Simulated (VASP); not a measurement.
Band structure of FeBiO3 (relaxed from the 2H-BaNiO3 structure, space group P6_3/mmc). Method: PBEsol GGA, VASP's PBE PAW potentials (set 64) (plane waves; VASP 6.6.1).

The moments were started parallel, and other spin orders were not tried in this run. Unless said otherwise, spin-orbit coupling is left out, though it shifts the bands of the heavy elements here.

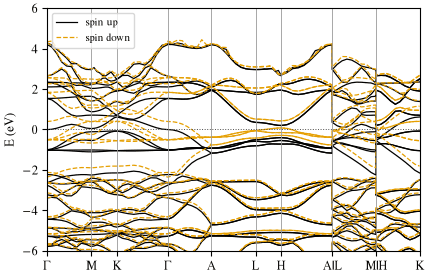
*Bands along high-symmetry lines, zero at the valence-band maximum or, without a gap, the Fermi level*

Problem. Read the plot: is there a gap, and where are the band edges?

Solution. It has no gap at this level: it comes out as a metal or semimetal. (Edges off the drawn lines would not show.)

The structure was generated: FeBiO3 was put into the 2H-BaNiO3 type (P6_3/mmc), which need not be its known phase. It was relaxed first, which changed the volume by -15 %.
